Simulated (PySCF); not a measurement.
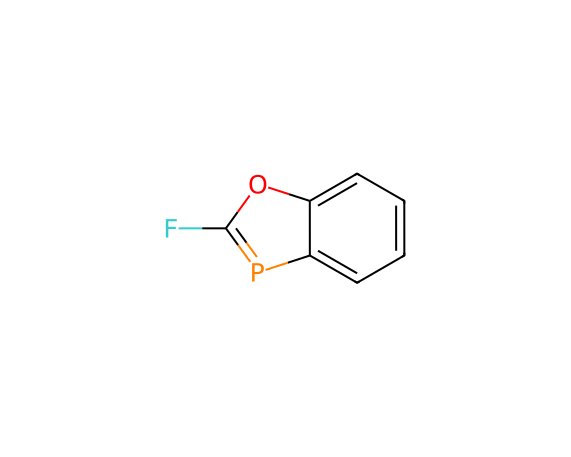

Structural formula above. Computed geometry: GFN2-xTB optimisation. No frequency run is at hand to confirm it as a minimum.

What does the molecule look like in three dimensions?

It has 14 atoms: 7 carbon, 4 hydrogen, 1 fluorine, 1 oxygen and 1 phosphorus (C₇H₄FOP). Its SMILES string is `Fc1oc2ccccc2p1`. Independent rings (smallest set): 1 of 5 members, 1 of 6 members, 2 of them aromatic. Among its groups: C–F bond. This geometry has Cs symmetry. All atoms lie on one plane. Coordination: 7 C trigonal planar; 1 O bent; 1 P bent.

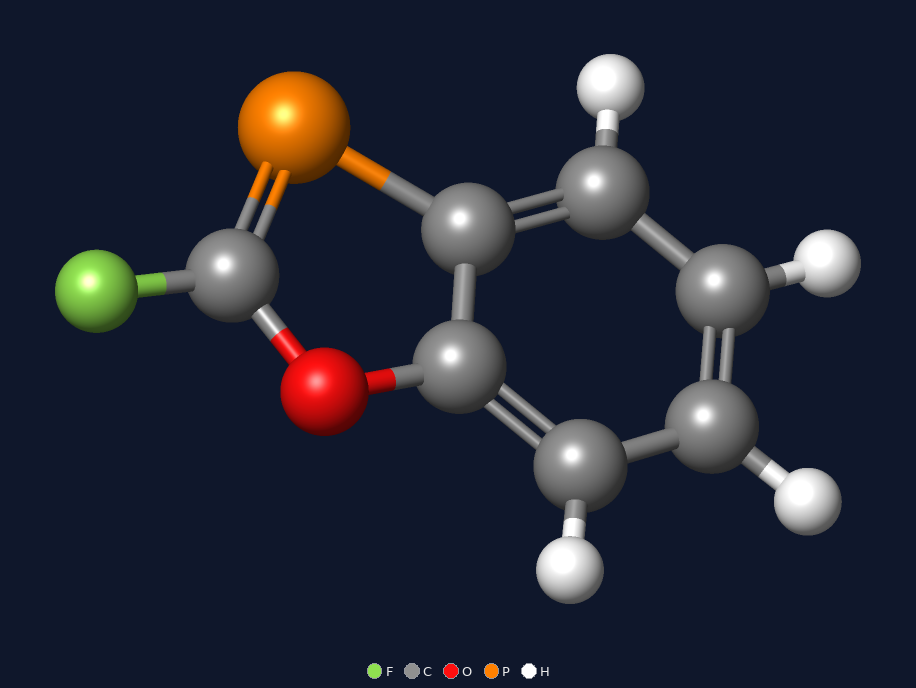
